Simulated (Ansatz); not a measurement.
# Single-point calculation, with input and output: CH₂NSi

System: CH₂NSi, multiplicity 2, SMILES [C]1=N[SiH2]1.
Method: UKS r2SCAN-D4/def2-TZVPP (Ansatz 0.2.0).

The geometry: a frame of the PBE0-D4/def2-SVP trajectory. Figures and captions count atoms from 1; the log counts them from 0 in places.

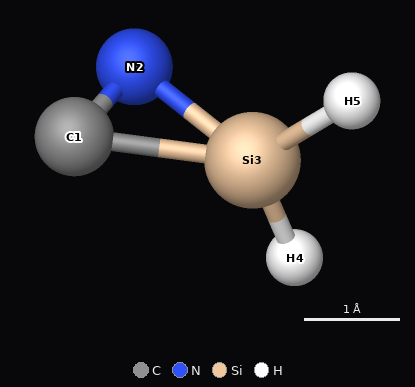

*The input geometry (ball-and-stick view, seen at a tilt; atoms are numbered from 1 in the order of the input).*

Bond lengths as drawn: C–N 1.19 Å, C–Si 1.89 Å, H–Si 1.38 to 1.58 Å and N–Si 1.72 Å.

### Results in brief

| quantity | value |
| --- | --- |
| outcome | converged |
| total energy | −10432.9945 eV |
| mean-field energy | −10432.9765 eV |
| dispersion energy | −0.0180 eV |
| ⟨S²⟩ | 0.762 |
| SCF solution under orbital rotations | stable |
| largest force (length of the vector) | 3.660 eV/Å |
| dipole moment | 1.98 D |
| hardware | 1 CPU thread, shared host |
| wall time | 5.5 s |
| peak memory | 0.22 GiB |

### Input file
```yaml
crystal:
  periodic: [false, false, false]
  atoms:
    - {symbol: C, position_ang: [0.891264, -0.797453, 0.962072]}
    - {symbol: N, position_ang: [-0.057986, -0.184127, 1.337061]}
    - {symbol: Si, position_ang: [-0.100483, 0.134279, -0.352764]}
    - {symbol: H, position_ang: [-0.977613, -0.641353, -1.080020]}
    - {symbol: H, position_ang: [0.184939, 1.594242, -0.888380]}
basis:
  gaussian: {orbitals: def2-TZVPP}
magnetization: {spin_polarized: true, initial_magnetization: 1}
hamiltonian: {xc: r2scan, dispersion: d4}
output: {forces: true}
```

Launched with:
```bash
ansatz run in.yaml --threads 1 --pin off --events-out ev --progress --plain --max-ram 4352MiB
```

### The program's output
```
Functional definition: r2SCAN
  name "r2SCAN"
  cite "Furness, Kaplan, Ning, Perdew & Sun, J. Phys. Chem. Lett. 11, 8208 (2020) doi:10.1021/acs.jpclett.0c02405"
  cite "Furness, Kaplan, Ning, Perdew & Sun, J. Phys. Chem. Lett. 11, 9248 (2020) doi:10.1021/acs.jpclett.0c03077"
  parent r2scan
  parameter k0 = 0.174
  parameter k1 = 0.065
  parameter a1 = 4.9479
  exchange = r2scan_x(k0 = k0, k1 = k1, a1 = a1)
  correlation = r2scan_c
741 factors; their error is unknown
mean field evaluation 1: about -10426.2821 eV, gradient 3.9e1 eV
mean field evaluation 2: about -10392.4211 eV, gradient 8.3e1 eV
mean field evaluation 4: about -10432.3840 eV, gradient 1.2e1 eV
mean field evaluation 8: about -10432.9945 eV, gradient 6.1e-2 eV
mean field evaluation 16: about -10432.9765 eV, gradient 1.7e-4 eV
mean field -10432.97646628 eV, -383.4048134103 hartree, gradient 5.6e-5 eV, S^2 0.762329; 0 other end points of the search recorded, 0 dependent functions left out
the calculation of the forces begins
reference -10432.97647900 eV, -383.4048138776 hartree; 15, 14 occupied and 117, 118 virtual orbitals, 741 factors
Total energy: -10432.99446999 eV, -383.4054750345 hartree
Atom 0 at     0.891264    -0.797453     0.962072 Å, force     2.389747    -1.368990    -0.373567 eV/Å
Atom 1 at    -0.057986    -0.184127     1.337061 Å, force    -1.995647     0.991597     2.649391 eV/Å
Atom 2 at    -0.100483     0.134279    -0.352764 Å, force     1.313199     2.899855    -1.806888 eV/Å
Atom 3 at    -0.977613    -0.641353    -1.080020 Å, force    -1.451825    -1.030009    -1.164897 eV/Å
Atom 4 at     0.184939     1.594242    -0.888380 Å, force    -0.255474    -1.492454     0.695961 eV/Å
Dipole moment:    -0.188303     0.179450    -0.319893 e Å
```

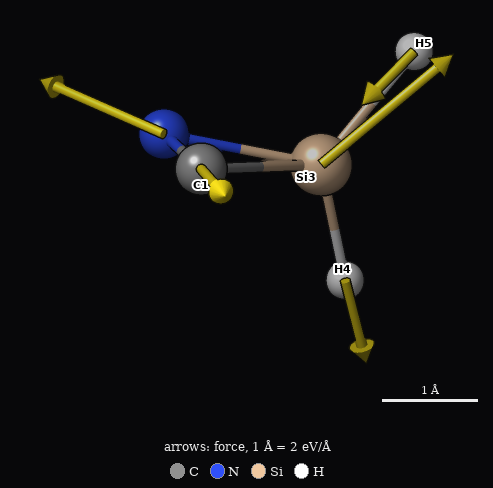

*Forces on the atoms as yellow arrows (ball-and-stick view, seen at a tilt; atoms are numbered from 1 in the order of the input).*

The largest act on Si3 (3.66 eV/Å); N2 (3.46 eV/Å); C1 (2.78 eV/Å); H4 (2.13 eV/Å), among others. The geometry is not a stationary point of this energy.

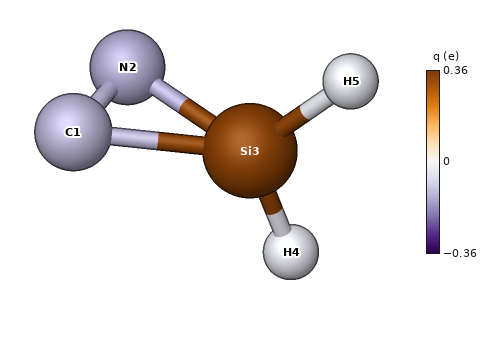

*Mulliken charges, as the colour of each atom (ball-and-stick view, seen at a tilt; atoms are numbered from 1 in the order of the input).*

By element: C −0.12, N −0.14, Si +0.34 and H −0.04 to −0.03 e.
